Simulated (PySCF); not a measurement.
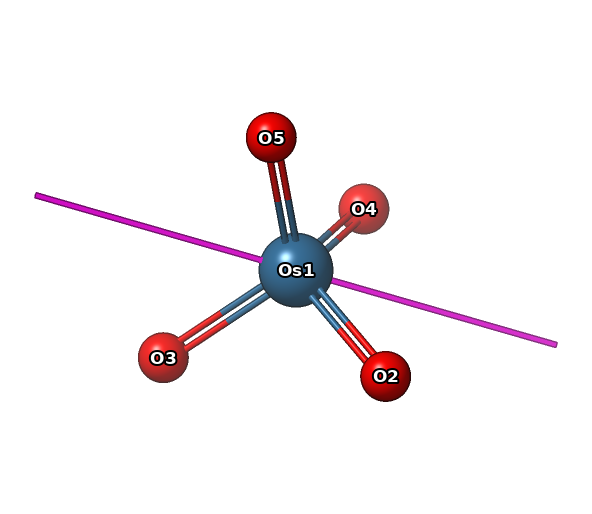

A line through the centre of mass is drawn in. Depth is shown by fading: the farther an atom, the more it takes the colour of the background. The species has charge −1 and is a spin doublet. The computed structure is the end point of a PBE0-D3(BJ)/def2-SVP optimisation. No frequency run is at hand to confirm it as a minimum. Other spin states may lie lower.

Is the line a proper rotation axis of the structure, and of what order?

Yes, a C2 axis. A turn by 180° leaves Os1 in place and moves O2 ↔ O4; O3 ↔ O5. The point group is D2d.
